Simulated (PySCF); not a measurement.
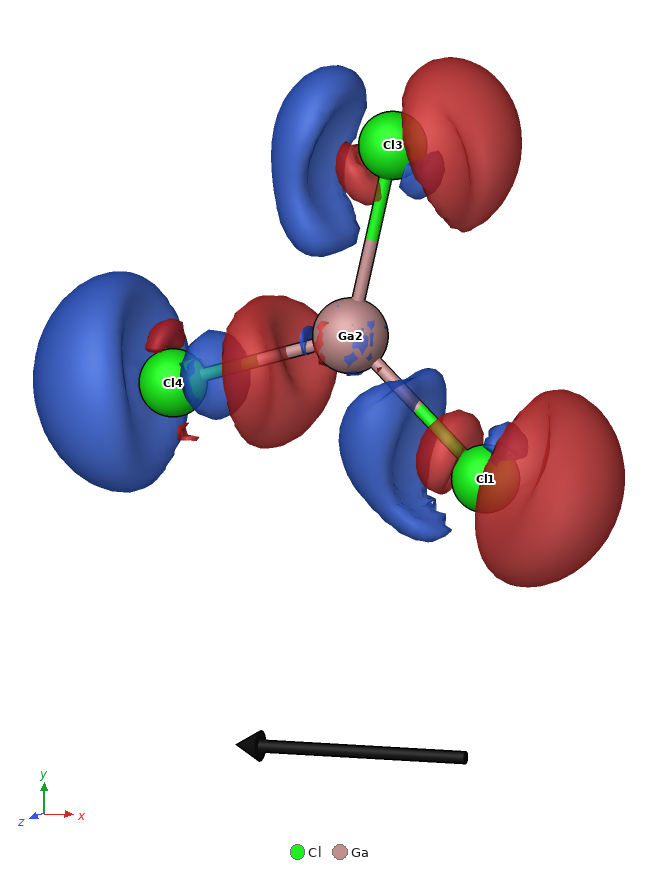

*Cl$_{3}$Ga, SMILES `Cl[Ga](Cl)Cl`. Change of the electron density in a uniform field of 0.21 V/Å along −x (arrow), surfaces at ±0.002 e/Å³ (red: gain, blue: loss).*

Computed with PySCF, PBE0/def2-TZVP, geometry: GFN2-xTB. No frequency check shows the geometry to be a minimum. A basis without diffuse functions makes polarisabilities too small. GFN2-xTB bond lengths at metals and heavier atoms can be off by up to 0.1 Å and shapes distorted, which carries into these values.

The field was applied in both directions; the picture shows the one opposite to the script's first.

**How large is the response?**

The induced dipole is 0.69 D (along the field); α along this axis, from the fields in both directions, is 68 bohr³ (10.0 Å³).

The PySCF run took 31 s on 1 thread of Intel(R) Xeon(R) Platinum 8259CL CPU @ 2.50GHz (Skylake/Cascade Lake), on a shared host, peak memory 0.73 GiB.
